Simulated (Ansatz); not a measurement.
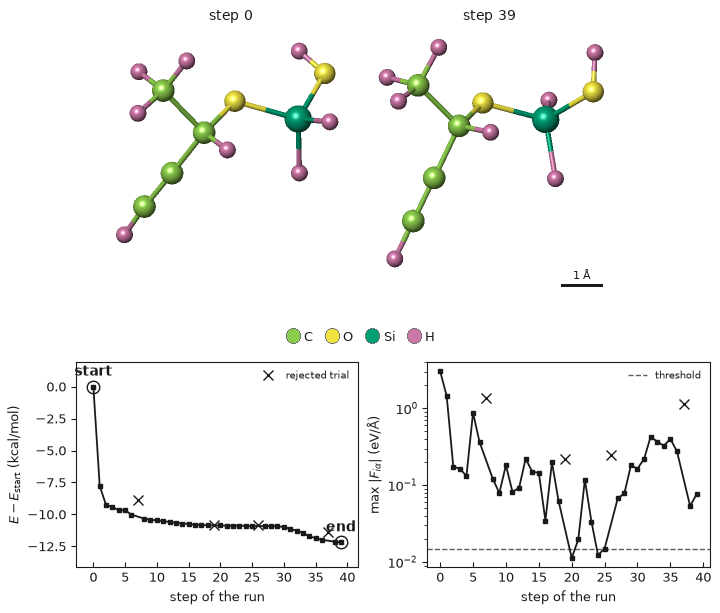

First and last geometry of a relaxation of C4H8O2Si, with the history of the run. The picture is a ball-and-stick view, seen from a free direction.

The run prepares an end point of a later path (torsion) calculation, from a guessed geometry.

These are results of RKS PBE-D4/6-31G* in Ansatz 0.2.0, not measurements.

The input:
```yaml
crystal:
  periodic: [false, false, false]
  atoms:
    - { symbol: C, position_ang: [-0.5932, -2.5334, 1.1592] }
    - { symbol: C, position_ang: [-0.1663, -1.6014, 0.4972] }
    - { symbol: C, position_ang: [0.386, -0.5014, -0.3147] }
    - { symbol: C, position_ang: [2.0155, -0.5147, -0.1892] }
    - { symbol: O, position_ang: [-0.0226, 0.7513, 0.1813] }
    - { symbol: Si, position_ang: [-1.371, 1.4779, -0.4669] }
    - { symbol: O, position_ang: [-1.5518, 2.9467, 0.2406] }
    - { symbol: H, position_ang: [-1.0298, -3.2569, 1.721] }
    - { symbol: H, position_ang: [0.1657, -0.615, -1.3192] }
    - { symbol: H, position_ang: [2.3595, -1.4715, -0.5208] }
    - { symbol: H, position_ang: [2.253, -0.3795, 0.8736] }
    - { symbol: H, position_ang: [2.3996, 0.2995, -0.7522] }
    - { symbol: H, position_ang: [-1.2169, 1.6537, -1.937] }
    - { symbol: H, position_ang: [-2.5879, 0.6373, -0.1932] }
    - { symbol: H, position_ang: [-1.0616, 3.0565, 1.0497] }
basis:
  gaussian: { orbitals: "6-31G*" }
hamiltonian:
  xc: pbe
  dispersion: d4
relax:
  f_tol: 0.015
  max_steps: 40
```

Run as
```bash
ansatz run input.yaml --threads 2 --pin off --max-ram 3072MiB --backend cpu --events-out ev --progress --plain --runs-dir out
```

> Did the run converge, and what did it change?

The relaxation stopped without meeting its thresholds, so the last structure isn't shown to be converged. It used up its limit of 40 steps. The largest move after the best rigid fit is that of H13, 2.31 Å. Largest moves by element: H 2.31 Å, O 1.52 Å, C 0.78 Å, Si 0.59 Å. Some distances before and after: C3–C4 1.634 → 1.532 Å, C3–H9 1.035 → 1.111 Å, C1–H8 1.015 → 1.074 Å, C4–H12 1.062 → 1.102 Å. Among the angles between lasting bonds that change: O5–Si6–H14 109.9° → 102.8°, O7–Si6–H13 109.4° → 103.5°, O5–Si6–O7 108.2° → 113.5°. Groups turn about O5–Si6 by about 100°, Si6–O7 by about 50°. The energy falls by 12.2 kcal/mol in 35 accepted moves (39 points after the start). Largest force component: 3.1 eV/Å at the start, 0.077 eV/Å at the end. The line search rejected the trial steps at points 7, 19, 26, 37 of the run. The forces were under the threshold at step 20, but the run went on from there. The run took 60 s on 2 threads of Intel(R) Xeon(R) 6975P-C (Granite Rapids) (shared host), peak memory 0.2 GiB.

```csv
step,"E − E(0), kcal/mol","largest force component, eV/Å",note
0,0.00,3.0557,
1,-7.77,1.4422,
2,-9.27,0.1745,
3,-9.41,0.1639,
4,-9.67,0.1318,
5,-9.68,0.8752,
6,-10.01,0.3621,
7,-8.89,1.3726,rejected
8,-10.33,0.1214,
9,-10.42,0.0791,
10,-10.46,0.1816,
12,-10.59,0.0924,
13,-10.65,0.2215,
15,-10.74,0.1453,
16,-10.81,0.0347,
18,-10.86,0.0624,
19,-10.83,0.2162,rejected
21,-10.87,0.0197,
22,-10.88,0.1181,
24,-10.89,0.0123,
25,-10.90,0.0150,
27,-10.91,0.0675,
28,-10.91,0.0781,
30,-10.98,0.1646,
31,-11.13,0.2197,
33,-11.44,0.3691,
34,-11.72,0.3261,
36,-11.99,0.2756,
37,-11.40,1.1527,rejected
39,-12.19,0.0767,
```
